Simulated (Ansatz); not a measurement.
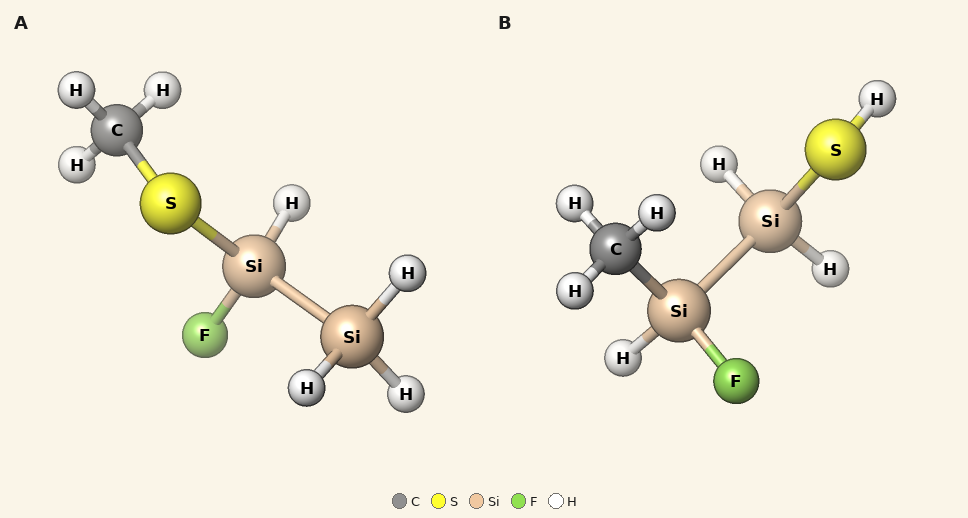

Atoms fade into the background with distance from the viewer. The geometry was computed by an optimisation with PBE-D4/def2-SVP. No frequency run is at hand to confirm it as a minimum.

### Are A and B the same structure? If not, how do they differ?

No. They are constitutional isomers of CH7FSSi2: A is CS[Si@H](F)[SiH3], B is C[Si@H](F)[SiH2]S
